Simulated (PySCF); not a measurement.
# SVWN5/STO-6G run of CH2ClF (chlorofluoromethane)

What is the vertical ionisation energy of CH2ClF (chlorofluoromethane) at SVWN5/STO-6G? Input form: a Python script.

The results are computed with PySCF 2.14.0.

5 further runs of the same task are left out: 5 set aside as unsound or not needed.

## 1. Starting point

CH2ClF has 5 atoms, charge 0, and is taken as a singlet. As SMILES, `FCCl`. The coordinates come from a PBE0-D4/def2-TZVP relaxation.

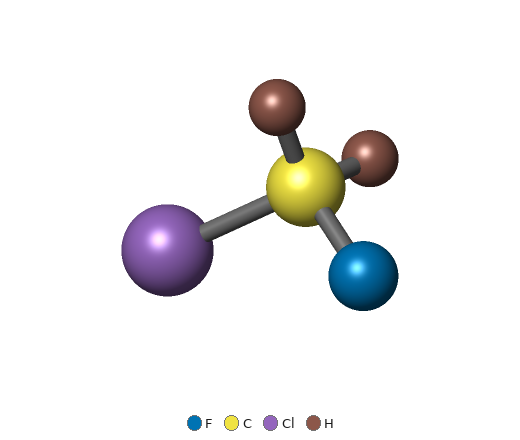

Viewed from a chosen angle; fluorine blue, carbon yellow, chlorine purple, hydrogen brown.

## 2. The energy at SVWN5/STO-6G

File run.py:

```python
from pyscf import gto, dft

system = gto.M(
    atom=[
    ('F', (-0.970450, 0.560520, 0.766500)),
    ('C', (0.083560, 0.089320, 0.058070)),
    ('Cl', (-0.422970, -1.232890, -0.998060)),
    ('H', (0.832130, -0.302600, 0.745580)),
    ('H', (0.477720, 0.885670, -0.572080)),
],
    max_memory=1860,
    spin=0,
    charge=0,
    verbose=3,
    basis='sto-6g',
)

mf = dft.RKS(system)
mf.xc = 'svwn'
mf.conv_tol = 1e-10
mf.grids.level = 5
mf.kernel()
if not mf.converged:
    mf = mf.newton().run(mf.mo_coeff, mf.mo_occ)

etot = mf.e_tot
print('Final energy', etot)
```

On the command line:

```console
$ OMP_NUM_THREADS=1 python run.py
```

Output:

```text
converged SCF energy = -594.558442279799
Final energy -594.5584422797989
```

It took 2.2 s on 1 thread of Arm Neoverse V2, shared host; peak memory 0.14 GiB.

## 3. The doublet cation

File run.py:

```python
from pyscf import gto, dft

system = gto.Mole()
system.atom = [
    ('F', (-0.970450, 0.560520, 0.766500)),
    ('C', (0.083560, 0.089320, 0.058070)),
    ('Cl', (-0.422970, -1.232890, -0.998060)),
    ('H', (0.832130, -0.302600, 0.745580)),
    ('H', (0.477720, 0.885670, -0.572080)),
]
system.verbose = 4
system.max_memory = 1860
system.basis = 'sto-6g'
system.spin = 1
system.charge = 1
system.build()

mf = dft.UKS(system)
mf.xc = 'svwn'
mf.conv_tol = 1e-10
mf.grids.level = 5
mf.kernel()
if not mf.converged:
    mf = mf.newton().run(mf.mo_coeff, mf.mo_occ)

etot = mf.e_tot
print('E(%s) = %.9f' % ('SVWN5', etot))
```

On the command line:

```console
$ OMP_NUM_THREADS=1 python run.py
```

Output:

```text
PySCF version 2.14.0

[INPUT] num. atoms = 5
[INPUT] num. electrons = 33
[INPUT] charge = 1
[INPUT] spin (= nelec alpha-beta = 2S) = 1
[INPUT] symmetry False subgroup None
[INPUT] Mole.unit = angstrom
[INPUT] Symbol           X                Y                Z      unit          X                Y                Z       unit  Magmom
[INPUT]  1 F     -0.970450000000   0.560520000000   0.766500000000 AA   -1.833884717584   1.059229287341   1.448475074479 Bohr   0.0
[INPUT]  2 C      0.083560000000   0.089320000000   0.058070000000 AA    0.157905514969   0.168790337446   0.109736396053 Bohr   0.0
[INPUT]  3 Cl    -0.422970000000  -1.232890000000  -0.998060000000 AA   -0.799297458907  -2.329824441715  -1.886060055883 Bohr   0.0
[INPUT]  4 H      0.832130000000  -0.302600000000   0.745580000000 AA    1.572497800034  -0.571831125293   1.408942003953 Bohr   0.0
[INPUT]  5 H      0.477720000000   0.885670000000  -0.572080000000 AA    0.902759964227   1.673673736744  -1.081074521341 Bohr   0.0

nuclear repulsion = 101.66988924349
number of shells = 13
number of NR pGTOs = 126
number of NR cGTOs = 21
basis = sto-6g
ecp = {}

******** <class 'pyscf.dft.uks.UKS'> ********
method = UKS
initial guess = minao
damping factor = 0
level_shift factor = 0
DIIS = <class 'pyscf.scf.diis.CDIIS'>
diis_start_cycle = 1
diis_space = 8
diis_damp = 0
SCF conv_tol = 1e-10
SCF conv_tol_grad = None
SCF max_cycles = 50
direct_scf = True
direct_scf_tol = 1e-13
number electrons alpha = 17  beta = 16
XC library pyscf.dft.libxc version 7.0.0
    S. Lehtola, C. Steigemann, M. J.T. Oliveira, and M. A.L. Marques.,  SoftwareX 7, 1–5 (2018)
XC functionals = svwn
    P. A. M. Dirac.,  Math. Proc. Cambridge Philos. Soc. 26, 376 (1930)
    F. Bloch.,  Z. Phys. 57, 545 (1929)
    S. H. Vosko, L. Wilk, and M. Nusair.,  Can. J. Phys. 58, 1200 (1980)
radial grids:
    Treutler-Ahlrichs [JCP 102, 346 (1995); DOI:10.1063/1.469408] (M4) radial grids

becke partition: Becke, JCP 88, 2547 (1988); DOI:10.1063/1.454033
pruning grids: <function nwchem_prune>
grids dens level: 5
symmetrized grids: False
atomic radii adjust function: <function treutler_atomic_radii_adjust>
small_rho_cutoff = 0
Set gradient conv threshold to 1e-05
tot grids = 176984
init E= -594.592051170153
[... the frontier-level lines of each cycle are left out ...]

cycle= 1 E= -594.117815525845  delta_E= 0.474  |g|= 0.344  |ddm|= 1.98
cycle= 2 E= -593.805035624865  delta_E= 0.313  |g|= 0.686  |ddm|= 1.72
cycle= 3 E= -593.967778344506  delta_E= -0.163  |g|= 0.507  |ddm|= 1.79
cycle= 4 E= -594.19639657207  delta_E= -0.229  |g|= 0.123  |ddm|= 1.23
cycle= 5 E= -594.211670879803  delta_E= -0.0153  |g|= 0.0463  |ddm|= 0.389
cycle= 6 E= -594.213569154567  delta_E= -0.0019  |g|= 0.00712  |ddm|= 0.0817
cycle= 7 E= -594.213600819919  delta_E= -3.17e-05  |g|= 0.00337  |ddm|= 0.00682
cycle= 8 E= -594.213612422279  delta_E= -1.16e-05  |g|= 0.00042  |ddm|= 0.00668
cycle= 9 E= -594.213612604467  delta_E= -1.82e-07  |g|= 1.12e-05  |ddm|= 0.000932
cycle= 10 E= -594.213612604602  delta_E= -1.35e-10  |g|= 9.41e-07  |ddm|= 2.34e-05
cycle= 11 E= -594.213612604602  delta_E= -3.41e-13  |g|= 4.45e-07  |ddm|= 1.56e-06
Extra cycle  E= -594.213612604577  delta_E= 2.52e-11  |g|= 5.08e-06  |ddm|= 1.2e-05
converged SCF energy = -594.213612604577  <S^2> = 0.75035914  2S+1 = 2.0003591
E(SVWN5) = -594.213612605
```

Run time: 3.6 s. Hardware: 1 thread of Arm Neoverse V2, shared host; peak memory 0.14 GiB.

## 4. Summary of results

Level: SVWN5/STO-6G.

```
                                          quantity          value
                      singlet CH2ClF: total energy  -594.55844 Eh
                     singlet CH2ClF: dipole moment         2.05 D
                       singlet CH2ClF: HOMO energy       -4.41 eV
                       singlet CH2ClF: LUMO energy        2.96 eV
                     singlet CH2ClF: HOMO–LUMO gap        7.37 eV
                      doublet cation: total energy  -594.21361 Eh
doublet cation: HOMO energy (highest over α and β)      -14.63 eV
 doublet cation: LUMO energy (lowest over α and β)      -14.16 eV
                              doublet cation: ⟨S²⟩          0.750
vertical ionisation energy (to the doublet cation)       9.383 eV
```

What this shows: The vertical ionisation energy comes to 9.38 eV (216 kcal/mol). −ε(HOMO) before ionisation, 4.41 eV, is 4.97 eV below this ionisation energy. In a minimal basis such a difference can be off by several eV, whatever the method. Mulliken charges (singlet CH2ClF) run from -0.15 on Cl3 to +0.13 on H4.
